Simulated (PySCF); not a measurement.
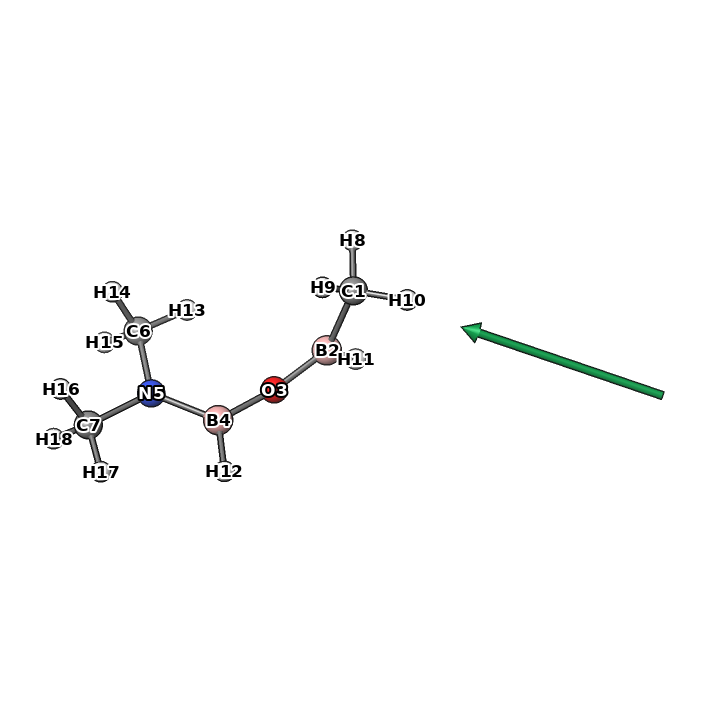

The arrow beside the molecule shows the direction of the dipole moment, from the negative to the positive end (its length means nothing). The computed structure is the end point of a GFN2-xTB optimisation. No frequency run is at hand to confirm it as a minimum. Level of theory: CAM-B3LYP/def2-SVPD, gas phase (PySCF 2.14.0).

Q: How large is the dipole moment?

A: 1.76 D; it points from the side of H10 to the side of H16 (the outermost atoms at the two ends).

The geometry is semi-empirical. Around B such bond lengths and angles can be off by a tenth of an ångström or more and by several degrees, and values that hang on the shape move with them.
